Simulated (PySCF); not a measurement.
## A study: BClH₄NP, charge +1, doublet, SMILES `[NH2+]B(P)Cl`

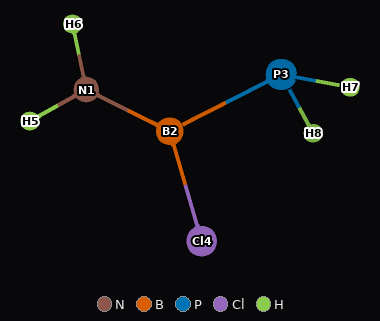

The molecule, with its atoms numbered as below. No frequency check shows the geometry to be a minimum.

Geometry (Å), atoms numbered from 1:

```
N1      -0.6394    1.7971   -0.0000
B2      -0.2410    0.4982   -0.0003
P3       1.6109   -0.1330    0.0000
Cl4     -1.1948   -0.9244    0.0000
H5      -1.6080    2.0902    0.0003
H6      -0.0134    2.5907    0.0004
H7       1.7246   -1.0212    1.0635
H8       1.7249   -1.0211   -1.0630
```

## 1. Bonding charge

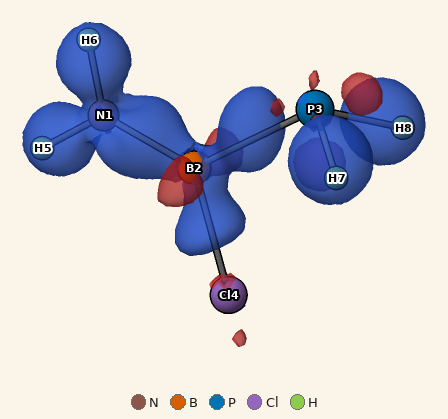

Deformation density (molecule less spherical, spin-averaged free atoms at the same positions), surfaces at ±0.12 e/Å³; blue: gain, red: loss.

Computed with PySCF, ωB97X/def2-TZVP, geometry: GFN2-xTB. The stability of the open-shell solution wasn't checked. GFN2-xTB doesn't know the spin state, so this open-shell geometry is rough.

> How much density has each bond gained at its critical point, relative to the free atoms?

N1–H6: +0.86 e/Å³ at the bond critical point (bond length 1.01 Å, Mayer order 0.9). N1–H5: +0.85 e/Å³ at the bond critical point (bond length 1.01 Å, Mayer order 0.9). N1–B2: +0.55 e/Å³ at the bond critical point (bond length 1.36 Å, Mayer order 1.6). P3–H8 and P3–H7: +0.33 e/Å³ at the bond critical point (bond length 1.39 Å, Mayer order 0.9). B2–Cl4: +0.27 e/Å³ at the bond critical point (bond length 1.71 Å, Mayer order 1.3). B2–P3: +0.24 e/Å³ at the bond critical point (bond length 1.96 Å, Mayer order 0.9). In all, 1.6 electrons gather in the regions of gain relative to the promolecule of neutral atoms (the regions of loss give up this much and the cation's charge besides).

> Where do the Hirshfeld charges lie?

The highest Hirshfeld charge is on P3 (+0.42 e), the lowest on N1 (−0.21 e).

| atom | charge (e) |
| --- | --- |
| N1 | −0.21 |
| B2 | +0.19 |
| P3 | +0.42 |
| Cl4 | +0.09 |
| H5 | +0.18 |
| H6 | +0.18 |
| H7 | +0.07 |
| H8 | +0.07 |

## 2. Bond critical points

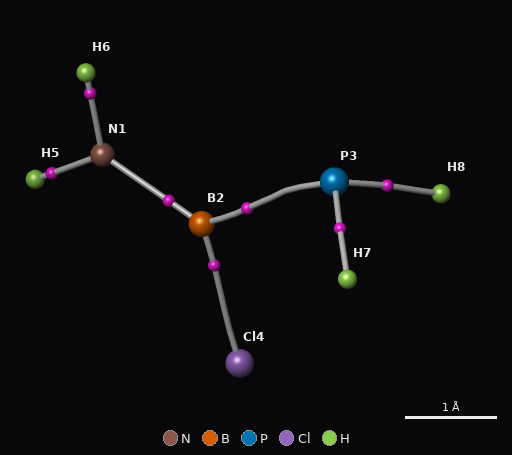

Molecular graph of the electron density (QTAIM): bond paths, bond critical points (magenta), ring points (cyan, if any); weak paths are dashed.

> How many critical points of each kind are there, and does the count close?

8 nuclei, 7 bond, 0 ring and 0 cage critical points: 8 − 7 + 0 − 0 = 1, as the Poincaré–Hopf relation requires.

> Tabulate density, Laplacian, ellipticity and energy density at the bond critical points (atomic units).

```csv
bond,length (Å),ρ (a.u.),∇²ρ (a.u.),ε,H (a.u.)
N1–H6,1.011,0.338,−1.82,0.02,−0.504
N1–H5,1.012,0.336,−1.83,0.02,−0.506
N1–B2,1.359,0.238,+0.67,0.19,−0.236
P3–H8 (2 alike),1.390,0.182,−0.17,0.02,−0.183
B2–Cl4,1.713,0.163,+0.04,0.11,−0.164
B2–P3,1.957,0.127,−0.29,0.11,−0.103
```

> What kind of interaction is N1–H5?

Shared-shell (covalent): ρ = 0.336, ∇²ρ = −1.83, H = −0.506 a.u.

## 3. Local ionisation energy

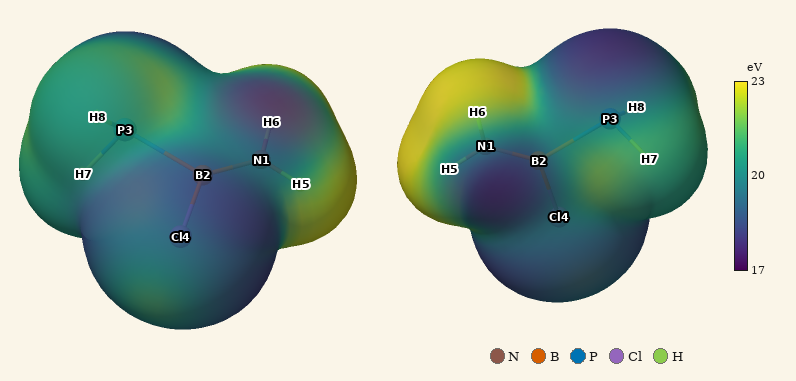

Average local ionisation energy on the surface of electron density 0.001 a.u. (back view left, front view right).

> Where are the most loosely bound electrons on this surface?

The lowest value is 17.7 eV, over N1, off the plane of its three bonds (2.0 Å), and at like points elsewhere. Further minima include 17.7 eV, 2.1 Å from P3; 18.2 eV, 2.1 Å from Cl4. For comparison, the highest occupied orbital lies at −16.0 eV.

> What volume does the surface enclose?

About 105 Å³.

## 4. Spin density

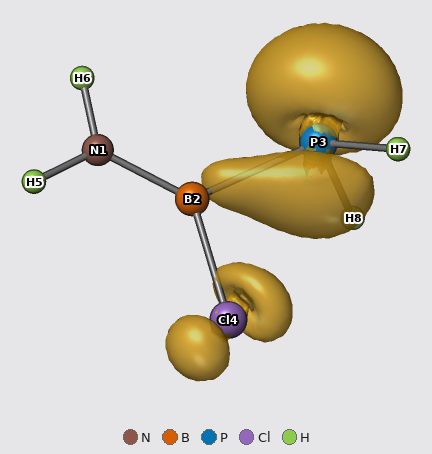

Spin density ρα − ρβ at ±0.05 e/Å³ (yellow: excess α, teal: excess β).

> How is the spin shared among the atoms?

Hirshfeld spin populations: P3 +0.74, Cl4 +0.14 and B2 +0.06. ⟨S²⟩ = 0.76, as for a pure state.

## 5. In an electric field

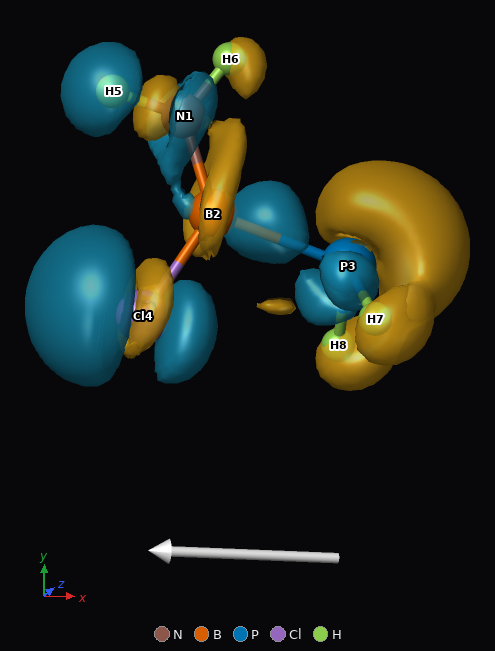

Change of the electron density in a uniform field of 0.21 V/Å along −x (arrow), surfaces at ±0.002 e/Å³ (yellow: gain, teal: loss).

Method: TPSSh/def2-SVPD; geometry: GFN2-xTB; program: PySCF. The stability of the open-shell solution wasn't checked. GFN2-xTB doesn't know the spin state, so this open-shell geometry is rough.

> How large is the response?

The induced dipole is 0.82 D (along the field); α along this axis, from the fields in both directions, is 79 bohr³ (11.7 Å³).

> Which atoms gain and lose the most charge?

Electrons gather most on P3 (Hirshfeld charge changes by −0.027 e) and leave Cl4 most (+0.028 e); 0.058 electrons are displaced in all.

## 6. Removing or adding an electron

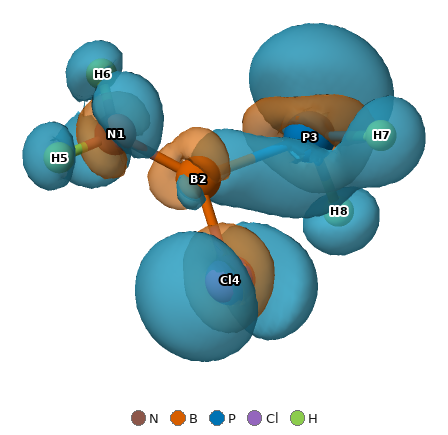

Fukui function f⁻ = ρ(N) − ρ(N−1) at fixed geometry, surfaces at ±0.02 e/Å³ (light blue positive, orange negative).

Method: TPSS/def2-TZVP; geometry: GFN2-xTB; program: PySCF. GFN2-xTB doesn't know the spin state, so this open-shell geometry is rough.

> Which atoms respond most to the removal of an electron?

f⁻ (Hirshfeld-condensed) is largest on P3 (0.34) and Cl4 (0.31); the vertical ionisation energy is 15.64 eV (to the singlet dication, which needn't be its lowest state). Condensed values hint at sites of electrophilic attack but needn't mark the atom that reacts. Shares this close don't rank the sites. Orbital relaxation makes it negative in places (0.14 e in all).
